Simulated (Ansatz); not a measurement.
Geometry relaxation of AlSiH$_{6}$ClO$_{2}$ (part 2 of 2)

The same run, continued: AlSiH$_{6}$ClO$_{2}$; RKS PBE0-D4/6-31G* (Ansatz 0.2.0). The input holds or restrains some coordinates. It belongs to a series of runs on one base structure; here: pulled along the bonds that form and break, towards end A.

Geometry of the input (Å):
```
Al 0.0000  0.0000  0.0000
Cl 0.0000  0.0000  2.5800
O  1.5415  0.0000  -0.8900
H  1.8414  -0.9519  -1.0449
O  -1.5415  0.0000  -0.8900
H  -2.0512  -0.8467  -0.6815
Si 0.1174  2.4836  0.8261
H  0.6937  2.5244  2.1670
H  0.9517  3.2614  -0.0852
H  -1.2275  3.0508  0.8577
H  0.0690  1.4589  2.1004
```

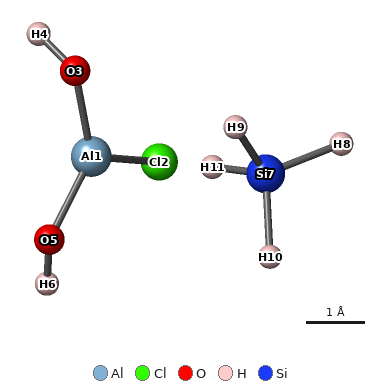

**Figure 1.** The geometry at step 9 of the log (ball-and-stick view, seen at a tilt; atoms are numbered from 1 in the order of the input).

Trajectory as extended XYZ, continued:
```
11
Properties=species:S:1:pos:R:3:forces:R:3 step=3 energy=-31172.31401
Al   -0.0088   -0.2671    0.0716    0.1564   2.9261   0.4961
Cl   -0.0224   -0.3729    2.4710   -0.0301  -1.1245  -1.6988
O     1.5093   -0.0431   -0.8587   -1.3176  -1.3586   1.1799
H     1.8489   -0.9376   -1.0508    0.2828   0.4295  -0.1719
O    -1.5166   -0.0422   -0.8556    1.1654  -1.3705   1.2148
H    -2.0585   -0.8342   -0.6909   -0.3452   0.3717  -0.2436
Si    0.1104    2.7783    0.8948   -0.6739  -0.3175  -1.2172
H     0.7084    2.5671    2.2172    0.7101   2.0898   1.8688
H     0.9845    3.2796   -0.1015    1.1505   0.0135  -0.6646
H    -1.2636    3.0822    0.8683   -1.3487   0.9768   0.3092
H     0.1029    1.7703    1.9742    0.2501  -2.6363  -1.0726
11
Properties=species:S:1:pos:R:3:forces:R:3 step=4 energy=-31172.83316
Al   -0.0114   -0.3532    0.1139    0.1952   2.4847   0.0982
Cl   -0.0309   -0.5453    2.3808    0.0002  -0.7839  -1.5758
O     1.4824   -0.0683   -0.8299   -1.2787  -1.0577   1.2027
H     1.8562   -0.9345   -1.0541    0.3249   0.2106  -0.1802
O    -1.4902   -0.0704   -0.8315    1.1713  -1.0940   1.1079
H    -2.0707   -0.8317   -0.6920   -0.4674   0.1807  -0.1556
Si    0.1047    2.9192    0.9240   -0.0838   0.1915   0.0347
H     0.7229    2.6397    2.2630    0.5447   2.4101   1.1662
H     1.0148    3.2709   -0.1247    0.7122  -0.2965  -0.5566
H    -1.3020    3.1128    0.8752   -1.0383   0.7785   0.1536
H     0.1187    1.8412    1.9149   -0.0802  -3.0240  -1.2950
11
Properties=species:S:1:pos:R:3:forces:R:3 step=5 energy=-31174.27298
Al   -0.0116   -0.3382    0.1325    0.2120   1.4494   0.1622
Cl   -0.0388   -0.7186    2.3092   -0.0215  -0.4417  -1.2278
O     1.4699   -0.1024   -0.7874   -0.8373  -0.6539   0.8528
H     1.8659   -0.9439   -1.0552    0.1647   0.2020  -0.0703
O    -1.4682   -0.1184   -0.8166    0.7369  -0.7307   0.7999
H    -2.0972   -0.8393   -0.6772   -0.2646   0.2216  -0.0478
Si    0.1059    3.0488    0.9804    0.4286  -0.8844   1.1136
H     0.7202    2.8185    2.3400    0.2720   2.2813   0.3866
H     1.0356    3.2290   -0.1444   -0.0034  -0.1444  -0.0613
H    -1.3392    3.1819    0.8970   -0.3615   0.5901  -0.0427
H     0.1521    1.7631    1.7613   -0.3260  -1.8892  -1.8654
11
Properties=species:S:1:pos:R:3:forces:R:3 step=6 energy=-31175.35203
Al   -0.0088   -0.3268    0.1359    0.1300   0.9125   0.6694
Cl   -0.0453   -0.8064    2.2881   -0.0247  -0.3145  -1.1829
O     1.4614   -0.1191   -0.7578   -0.3952  -0.4195   0.5345
H     1.8710   -0.9418   -1.0557    0.1096   0.1753  -0.0350
O    -1.4534   -0.1421   -0.7994    0.3793  -0.5047   0.4900
H    -2.1125   -0.8349   -0.6665   -0.1881   0.2055   0.0171
Si    0.1182    3.0528    1.0339    0.3738  -1.5240   0.9746
H     0.7476    2.9936    2.3951    0.0657   1.7934   0.0235
H     1.0238    3.2242   -0.1317   -0.1716   0.1074   0.1357
H    -1.3381    3.2272    0.9000   -0.0265   0.6325  -0.0220
H     0.1306    1.6537    1.5979   -0.2522  -1.0639  -1.6049
11
Properties=species:S:1:pos:R:3:forces:R:3 step=7 energy=-31176.14799
Al   -0.0054   -0.3468    0.1328    0.0140   0.5489   1.1113
Cl   -0.0515   -0.8890    2.2678   -0.0227  -0.2256  -1.1397
O     1.4595   -0.1376   -0.7245    0.0164  -0.2733   0.2367
H     1.8844   -0.9354   -1.0606    0.0912   0.1439  -0.0284
O    -1.4407   -0.1698   -0.7837    0.0484  -0.3780   0.1954
H    -2.1363   -0.8240   -0.6514   -0.1354   0.1883   0.0565
Si    0.1297    3.0019    1.0828    0.1673  -1.0561   0.5826
H     0.7693    3.1842    2.4334   -0.1795   0.9547  -0.3686
H     1.0020    3.2496   -0.1055   -0.1946   0.1169   0.2551
H    -1.3211    3.3054    0.9068    0.2977   0.4073   0.0820
H     0.1046    1.5420    1.4417   -0.1028  -0.4270  -0.9829
11
Properties=species:S:1:pos:R:3:forces:R:3 step=8 energy=-31176.53026
Al   -0.0027   -0.3943    0.1069    0.0202   0.2539   1.1567
Cl   -0.0626   -0.9568    2.2263   -0.0375  -0.1785  -1.0156
O     1.4826   -0.1718   -0.6933    0.0699  -0.1384   0.1040
H     1.9277   -0.9392   -1.0659    0.0760   0.0741  -0.0420
O    -1.4324   -0.2416   -0.8056   -0.4021  -0.5163   0.1257
H    -2.1976   -0.8009   -0.5922    0.2767   0.3970  -0.0205
Si    0.1350    2.9458    1.1347    0.0427   0.0455   0.2026
H     0.7604    3.3784    2.4478   -0.2831   0.0088  -0.5526
H     0.9798    3.2939   -0.0510   -0.1443  -0.0064   0.2419
H    -1.2836    3.4188    0.9510    0.4189  -0.0476   0.1187
H     0.0880    1.4481    1.2809   -0.0374   0.1079  -0.3190
11
Properties=species:S:1:pos:R:3:forces:R:3 step=9 energy=-31176.59951
Al    0.0078   -0.4001    0.0380   -0.0709   0.0117   1.1460
Cl   -0.0983   -0.9711    2.1531    0.0371  -0.1535  -0.9378
O     1.5128   -0.1879   -0.7315   -0.0487  -0.1935  -0.0115
H     2.0623   -0.9395   -0.9862   -0.1040   0.1871   0.0684
O    -1.4602   -0.3147   -0.8252    0.0157  -0.1422   0.0230
H    -2.2662   -0.6860   -0.4435    0.1651   0.1433   0.0020
Si    0.1290    2.9261    1.1378    0.0278   0.2885  -0.0156
H     0.7415    3.3760    2.4253   -0.0977  -0.0192  -0.1893
H     0.9607    3.3176   -0.0322   -0.0477  -0.0045   0.0805
H    -1.2698    3.4204    0.9806    0.1394  -0.0198   0.0496
H     0.0747    1.4396    1.2232   -0.0160  -0.0978  -0.2153
11
Properties=species:S:1:pos:R:3:forces:R:3 step=10 energy=-31176.62387
Al    0.0022   -0.4169   -0.0094    0.0306  -0.0542   1.1730
Cl   -0.0637   -0.9711    2.1105    0.0270  -0.1647  -0.9014
O     1.4830   -0.2256   -0.8208    0.1453  -0.3149  -0.0467
H     2.1534   -0.9236   -0.8089   -0.1964   0.2945   0.0507
O    -1.4727   -0.3570   -0.8521    0.0567   0.0272  -0.0256
H    -2.2789   -0.5486   -0.3633   -0.0556   0.0154   0.0149
Si    0.1168    2.9051    1.1309    0.0198   0.4211  -0.1269
H     0.7459    3.3317    2.4020    0.0329  -0.0083   0.0528
H     0.9203    3.3432   -0.0348    0.0106   0.0107  -0.0261
H    -1.2716    3.4160    1.0318   -0.0430   0.0046   0.0012
H     0.0598    1.4272    1.1537   -0.0279  -0.2314  -0.1658
11
Properties=species:S:1:pos:R:3:forces:R:3 step=11 energy=-31176.65618
Al   -0.0059   -0.4379   -0.0325   -0.0217  -0.0288   1.1446
Cl   -0.0148   -0.9945    2.0881    0.0126  -0.1635  -0.9084
O     1.4526   -0.2741   -0.8862    0.1439  -0.2636   0.0155
H     2.2084   -0.8250   -0.6437   -0.1243   0.2036  -0.0236
O    -1.4926   -0.3330   -0.8492    0.0023   0.0201   0.0441
H    -2.2980   -0.4538   -0.3347    0.0052   0.0115  -0.0376
Si    0.1119    2.8813    1.1119    0.0025   0.4030  -0.0902
H     0.7648    3.2834    2.3805    0.0250   0.0029   0.0264
H     0.8980    3.3344   -0.0612    0.0002  -0.0026  -0.0102
H    -1.2779    3.3967    1.0451   -0.0206   0.0057   0.0019
H     0.0480    1.4029    1.1216   -0.0251  -0.1884  -0.1626
11
Properties=species:S:1:pos:R:3:forces:R:3 step=12 energy=-31176.68273
Al   -0.0015   -0.4444   -0.0381   -0.0231  -0.2380   1.1108
Cl    0.0120   -1.0145    2.0785    0.0007  -0.0972  -0.8908
O     1.4349   -0.4399   -0.9376   -0.0089   0.0460  -0.0427
H     2.2675   -0.7236   -0.5512    0.0158   0.0076   0.0527
O    -1.4818   -0.2758   -0.8515    0.0092   0.0580  -0.0001
H    -2.3046   -0.3830   -0.3647    0.0027   0.0105   0.0055
Si    0.0944    2.8733    1.1123    0.0097   0.4397  -0.0589
H     0.8067    3.2864    2.3476    0.0101  -0.0022  -0.0105
H     0.8328    3.3108   -0.0989   -0.0104  -0.0119   0.0025
H    -1.2948    3.3962    1.1009   -0.0022  -0.0128  -0.0044
H     0.0288    1.3951    1.1423   -0.0035  -0.1997  -0.1642
11
Properties=species:S:1:pos:R:3:forces:R:3 step=13 energy=-31176.57928 accepted=F
Al   -0.0116   -0.5264   -0.0213   -0.2486   0.4123   0.9190
Cl    0.0297   -1.0560    2.1069   -0.0566  -0.2186  -0.9944
O     1.4269   -0.4408   -0.9239    2.0772  -0.3977   1.0930
H     2.3198   -0.5686   -0.4540   -2.1528   0.2565  -1.0664
O    -1.4739   -0.0967   -0.8113    0.2340  -0.3649   0.2537
H    -2.3155   -0.2736   -0.3734    0.1230   0.0564  -0.0460
Si    0.0811    2.8125    1.0733    0.0344   0.3111  -0.0752
H     0.8445    3.2295    2.2778   -0.0042   0.0606  -0.0189
H     0.7774    3.2345   -0.1699   -0.0284   0.0004   0.0311
H    -1.3099    3.3296    1.1069    0.0080   0.0130   0.0092
H     0.0260    1.3363    1.1287    0.0140  -0.1290  -0.1050
11
Properties=species:S:1:pos:R:3:forces:R:3 step=14 energy=-31176.66978 accepted=F
Al   -0.0049   -0.4875   -0.0274    0.0234   0.2120   1.0251
Cl    0.0185   -1.0316    2.0970   -0.0283  -0.2048  -0.9671
O     1.4471   -0.3549   -0.9039   -0.0850  -0.1815   0.0549
H     2.2594   -0.7189   -0.5383    0.0006   0.0508   0.0083
O    -1.4771   -0.1921   -0.8309    0.1498  -0.1434   0.0465
H    -2.3011   -0.3460   -0.3603   -0.0604   0.0254   0.0219
Si    0.0889    2.8427    1.0931    0.0307   0.3640  -0.0915
H     0.8109    3.2649    2.3192    0.0036   0.0202   0.0087
H     0.8174    3.2800   -0.1235   -0.0102   0.0005  -0.0050
H    -1.3025    3.3591    1.0861   -0.0104  -0.0052   0.0128
H     0.0381    1.3647    1.1283   -0.0140  -0.1380  -0.1148
11
Properties=species:S:1:pos:R:3:forces:R:3 step=15 energy=-31176.68489
Al   -0.0021   -0.4627   -0.0351   -0.0128  -0.0843   1.0743
Cl    0.0180   -1.0246    2.0843   -0.0180  -0.1320  -0.9240
O     1.4402   -0.4275   -0.9283   -0.0865  -0.0020  -0.0273
H     2.2663   -0.7181   -0.5345    0.0630  -0.0039   0.0566
O    -1.4775   -0.2324   -0.8468    0.0821  -0.0147   0.0191
H    -2.3030   -0.3547   -0.3695   -0.0312   0.0147   0.0205
Si    0.0893    2.8601    1.1065    0.0247   0.4251  -0.0741
H     0.8144    3.2873    2.3303   -0.0030  -0.0018  -0.0120
H     0.8122    3.2976   -0.1140   -0.0128  -0.0069   0.0008
H    -1.3037    3.3738    1.1049    0.0011  -0.0179   0.0049
H     0.0405    1.3816    1.1419   -0.0065  -0.1762  -0.1388
```

Key numbers:

```tsv
quantity	value
outcome	converged under the restraints of the input
total energy	−31176.6849 eV
mean-field energy	−31176.4796 eV
largest force (length of the vector) at the end, held atoms and coordinates included	1.078 eV/Å
hardware	2 threads of Arm Neoverse V2, 24 GiB of memory available, shared host
wall time	49 s (CPU time 94 s)
peak memory	0.22 GiB
```
